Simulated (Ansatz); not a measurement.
# Fields on a plane of MgAu (CsCl type)

```
MgAu
1.0
    3.21955     0.00000     0.00000
    0.00000     3.21955     0.00000
    0.00000     0.00000     3.21955
Mg Au
1 1
Direct
  0.50000   0.50000   0.50000
  0.00000   0.00000   0.00000
```

The slice is a {110} plane (indices of the conventional cell) through the point (0.500, 0.500, 0.500) (fractional), spanned by u = [100] and v = [011] in vectors of this cell: u (3.22 Å) and v (4.55 Å, at 90° to u). It covers one period; positions are fractions (u, v).

Atoms on it: Mg at (0.00, 0.00); Au at (0.50, 0.50).

Computed with LDA (plane waves to 420 eV, PAW, scalar-relativistic; Ansatz, an electronic-structure program). k mesh 14×14×14. These are valence fields of a PAW run, semicore shells included where kept as valence: close to a nucleus they are smooth pseudo fields. MgAu was relaxed with its symmetry unable to fall. Spin-orbit coupling is left out, though Au is heavy.

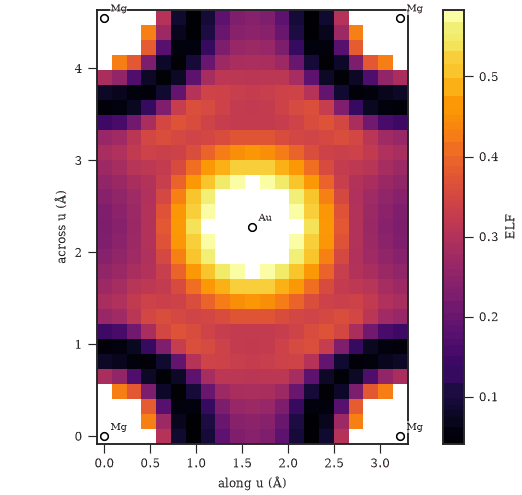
Electron localisation function (ELF), one period of the plane, atoms marked. Points within 0.5 Å of a nucleus are left white, as the pseudised field means little there.

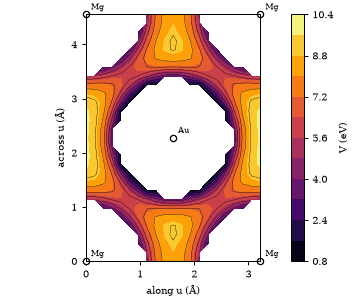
*Electrostatic potential energy of an electron, from the cell's mean, in eV, one period of the plane, atoms marked. Points within 1 Å of a nucleus are left white, as the pseudised field means little there. Values under 1 eV are set to 1. The zero, the cell's mean, hangs on the PAW cores.*

| Property | Value |
|---|---|
| Density on the Mg–Au line (2.79 Å) at its density minimum, 1.0 Å from Mg | 0.16 e/Å³ |
| ELF at that point | 0.1 |
